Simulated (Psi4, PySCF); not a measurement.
Approach curve of the dimer CO2 ··· COS (SMILES O=C=O and O=C=S). Monomers: optimised at B3LYP-D3(BJ) (def2-TZVP), held rigid. Orientation: a random orientation, not optimised. R is the distance of the centres of mass, along which the second monomer moves.

Geometry at R = 4.83 Å (first 3 atoms: monomer A):
```
6

O     -1.1597     0.0007     0.0000
C      0.0000     0.0000     0.0000
O      1.1597    -0.0007     0.0000
O      2.9985    -3.0949     4.3151
C      2.9427    -2.0948     3.7389
S      2.8673    -0.7428     2.9599
```

Levels: RMP2/6-31G* = PySCF with restricted MP2 (frozen core)/6-31G*, spherical d, no counterpoise correction; SCS-MP2/aug-cc-pVDZ = DF-SCS-MP2/aug-cc-pVDZ, frozen core, counterpoise-corrected in Psi4 1.11; MP2/aug-cc-pVDZ = DF-MP2/aug-cc-pVDZ, frozen core, counterpoise-corrected run with Psi4 1.11; SAPT0/jun-cc-pVDZ, frozen core (Psi4); HF/aug-cc-pVDZ, counterpoise-corrected (Psi4).

Interaction energies in kJ/mol (negative: bound); R is the distance of the centres of mass, d the O3···S6 distance.

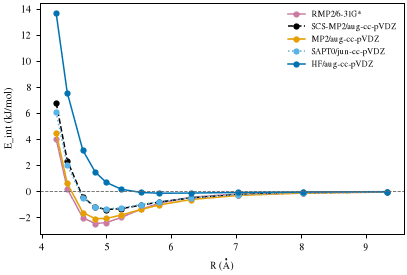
Figure: Interaction energy against separation.

| R / Å | d / Å | RMP2/6-31G* | SCS-MP2/aug-cc-pVDZ | MP2/aug-cc-pVDZ | SAPT0/jun-cc-pVDZ | HF/aug-cc-pVDZ |
|---|---|---|---|---|---|---|
| 4.23 | 2.91 | 4.02 | 6.80 | 4.49 | 6.08 | 13.65 |
| 4.40 | 3.08 | 0.20 | 2.36 | 0.61 | 2.01 | 7.58 |
| 4.64 | 3.31 | -2.02 | -0.43 | -1.62 | -0.49 | 3.16 |
| 4.83 | 3.50 | -2.47 | -1.20 | -2.09 | -1.17 | 1.49 |
| 5.00 | 3.66 | -2.40 | -1.39 | -2.08 | -1.33 | 0.69 |
| 5.23 | 3.89 | -2.00 | -1.33 | -1.82 | -1.27 | 0.17 |
| 5.54 | 4.19 | -1.37 | -1.06 | -1.38 | -1.02 | -0.09 |
| 5.82 | 4.47 | -0.91 | -0.81 | -1.04 | -0.79 | -0.14 |
| 6.30 | 4.94 | -0.45 | -0.50 | -0.63 | -0.50 | -0.13 |
| 7.03 | 5.67 | -0.19 | -0.25 | -0.31 | -0.26 | -0.08 |
| 8.03 | 6.66 | -0.08 | -0.11 | -0.14 | -0.12 | -0.05 |
| 9.33 | 7.95 | -0.03 | -0.05 | -0.05 | -0.05 | -0.02 |

Lowest grid point: RMP2/6-31G* -2.47 kJ/mol at R = 4.83 Å; SCS-MP2/aug-cc-pVDZ -1.39 kJ/mol at R = 5.00 Å; MP2/aug-cc-pVDZ -2.09 kJ/mol at R = 4.83 Å; SAPT0/jun-cc-pVDZ -1.33 kJ/mol at R = 5.00 Å; HF/aug-cc-pVDZ -0.14 kJ/mol at R = 5.82 Å.
